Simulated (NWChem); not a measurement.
# C2H4BrCl (1-bromo-1-chloroethane): TPSSh/SBKJC-VDZ (core potential)

Aim: the electronic atomisation energy of C2H4BrCl (1-bromo-1-chloroethane) at TPSSh/SBKJC-VDZ (core potential), from 5 runs. 

Program for the calculation: NWChem 7.3.0.

### Step 1. The molecule

C2H4BrCl has 8 atoms, charge 0, and is taken as a singlet. SMILES: `CC(Cl)Br`. The coordinates come from a PBE0-D4/def2-TZVP relaxation.

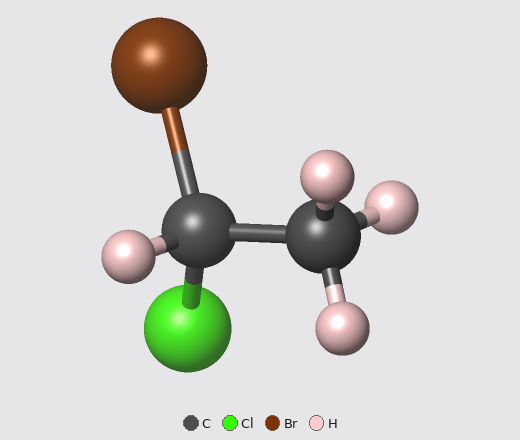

Viewed from a chosen angle; carbon dark grey, chlorine green, bromine brown, hydrogen pink.

### Step 2. The energy at TPSSh/SBKJC-VDZ (core potential) (run 1)

The input, a.nw:

```
start a
title "C2H4BrCl energy"
memory stack 880 mb heap 220 mb global 1100 mb
geometry units angstrom noautosym nocenter noautoz
   C      0.165300     0.812500     0.022800
   C     -0.091600    -0.665200     0.116100
   Cl     1.308100    -1.595600    -0.439400
   Br    -1.682700    -1.150500    -0.897800
   H      0.352400     1.105700    -1.010200
   H     -0.699500     1.363100     0.396600
   H      1.039500     1.067300     0.626000
   H     -0.299600    -0.994300     1.130100
end
basis "ao basis" spherical bse
   * library SBKJC-VDZ
end
ecp bse
   C library SBKJC-VDZ
   Cl library SBKJC-VDZ
   Br library SBKJC-VDZ
end
dft
   xc xctpssh
   grid fine
   convergence energy 1e-08
   maxiter 100
   mulliken
   print low
end
task dft energy
```

Command:

```bash
nwchem a.nw > a.out
```

Log:

```text
[...]
 d= 0,ls=0.0,diis     1    -41.8694265749 -1.06D+02  5.64D-02  4.82D-01     2.7
[...]
 d= 0,ls=0.0,diis     8    -41.9580608050 -2.05D-11  4.25D-06  7.56D-09    15.8
         Total DFT energy =      -41.958060805002
      One electron energy =     -192.867497365781
           Coulomb energy =       97.286397688593
    Exchange-Corr. energy =      -10.432520170422
 Nuclear repulsion energy =       64.055559042609
[...]
      Total Density - Mulliken Population Analysis
     ---------------------------------------------
    Atom       Charge   Shell Charges
 -----------   ------   -------------------------------------------------------
    1 C    4     4.25   1.13  2.73 -0.05  0.43
    2 C    4     4.59   1.15  2.54  0.22  0.67
    3 Cl   7     6.98   1.51  3.79  0.47  1.21
    4 Br   7     6.93   1.76  4.08  0.22  0.86
    5 H    1     0.83   0.46  0.37
    6 H    1     0.84   0.46  0.38
    7 H    1     0.84   0.46  0.38
    8 H    1     0.75   0.47  0.28
[...]
```

Run time: 17 s. Hardware: 1 thread of Intel Xeon Platinum 8259CL at 2.50GHz (Skylake/Cascade Lake), shared host; peak memory 0.12 GiB.

### Step 3. The Br atom (run 2)

The input, br.nw:

```
start br
memory total 2200 mb

geometry units angstroms noautosym nocenter noautoz
  Br     0.000000     0.000000     0.000000
end

basis spherical bse
  * library SBKJC-VDZ
end

ecp bse
  Br library SBKJC-VDZ
end

dft
  xc xctpssh
  mult 2
  grid fine
  convergence energy 1e-08
  maxiter 100
  mulliken
  print low
end

task dft energy
```

Command:

```bash
nwchem br.nw > br.out
```

Log:

```text
[...]
 d= 0,ls=0.0,diis     1    -13.3364971390 -1.33D+01  1.73D-02  3.91D-03     0.2
[...]
 d= 0,ls=0.0,diis     6    -13.3389509601 -4.28D-11  8.19D-09  7.08D-16     1.0
[...]
         Total DFT energy =      -13.338950960071
      One electron energy =      -21.963666468397
           Coulomb energy =       11.180310328656
    Exchange-Corr. energy =       -2.555594820330
 Nuclear repulsion energy =        0.000000000000
[...]
      Total Density - Mulliken Population Analysis
     ---------------------------------------------
    Atom       Charge   Shell Charges
 -----------   ------   -------------------------------------------------------
    1 Br   7     7.00   1.79  3.94  0.21  1.06
     --------------------------------------------
      Spin Density - Mulliken Population Analysis
     --------------------------------------------
    Atom       Charge   Shell Charges
 -----------   ------   -------------------------------------------------------
    1 Br   7     1.00   0.01  0.84 -0.01  0.16
[...]
      <S2> =      0.7502 (Exact =     0.7500)
[...]
```

Wall time 1.6 s (1 thread of Intel Xeon Platinum 8259CL at 2.50GHz (Skylake/Cascade Lake), shared host); peak memory 0.11 GiB.

Run 3 isn't shown in full; the table further down has it.

### Step 4. The Cl atom at the same level (run 4)

The input, cl.nw:

```
start cl
memory 2200 mb
geometry noautosym nocenter noautoz
  Cl       0.000000       0.000000       0.000000
end
basis spherical bse
  Cl library SBKJC-VDZ
end
ecp bse
  Cl library SBKJC-VDZ
end
dft
  xc xctpssh
  mult 2
  grid fine
  convergence energy 1e-08
  maxiter 100
  mulliken
  noprint "final vectors analysis"
end
task dft energy
```

Run the same way, it converges to -14.85961 Eh (log not shown).

### Step 5. The H atom at the same level (run 5)

The input, job.nw:

```
start job
memory stack 880 mb heap 220 mb global 1100 mb
geometry units angstrom noautosym nocenter noautoz
H        0.000000       0.000000       0.000000
end
basis "ao basis" spherical bse
H library SBKJC-VDZ
end
dft
xc xctpssh
mult 2
grid fine
convergence energy 1e-08
maxiter 100
mulliken
noprint "final vectors analysis"
end
task dft energy
```

Run the same way, it converges to -0.49539 Eh (log not shown).

### Step 6. All runs side by side

```
run                              level  core potential  partner  energy (Eh)  wall time
  1   TPSSh/SBKJC-VDZ (core potential)       SBKJC-VDZ     base   -41.958061       17 s
  2  UTPSSh/SBKJC-VDZ (core potential)       SBKJC-VDZ    atoms   -13.338951      1.6 s
  3  UTPSSh/SBKJC-VDZ (core potential)       SBKJC-VDZ    atoms    -5.407779      1.3 s
  4  UTPSSh/SBKJC-VDZ (core potential)       SBKJC-VDZ    atoms   -14.859607      1.2 s
  5                   UTPSSh/SBKJC-VDZ               –    atoms    -0.495395     0.75 s
```

### Step 7. What came out

Level: TPSSh/SBKJC-VDZ (core potential).

| quantity | value |
| --- | --- |
| H atom: total energy | -0.49539 Eh |
| H atom: ⟨S²⟩ | 0.750 |
| electronic atomisation energy | 26.187 eV |

Taking the molecule apart into free atoms costs 26.19 eV (2527 kJ/mol), before zero-point energy and without spin-orbit coupling. The basis has no polarisation functions, which makes bonds too weak. All runs together took 21 s, the longest 17 s.
